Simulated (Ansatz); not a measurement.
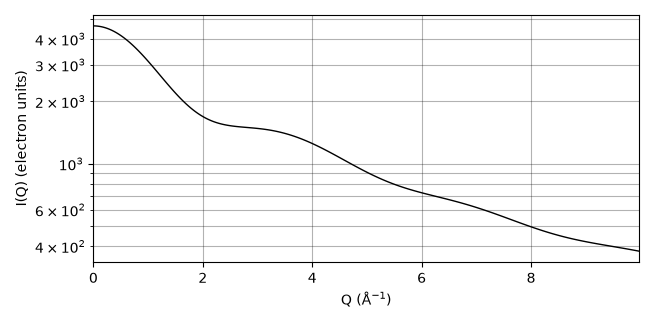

Elastic X-ray scattering of a randomly oriented, rigid molecule, calculated with the Debye equation from neutral-atom form factors (independent atoms, no Compton part, no vibration). The geometry is the end point of an optimisation (RKS PBE-D4/def2-SVP (Ansatz)); it may be a saddle point or a higher isomer. It contains O, Sn, F, H.

How many electrons does the independent-atom model of the molecule hold?

I(0) is the square of the electron number: I(0) = 4620, so about 68 electrons, the count of FHOSn.

What radius of gyration does the initial fall-off give?

From I(Q) ≈ I(0) exp(−Q²R²/3) at small Q, R ≈ 1.15 Å. It is larger than the electron-weighted radius of the nuclear positions alone (0.98 Å), because each atom's electron cloud adds to it.
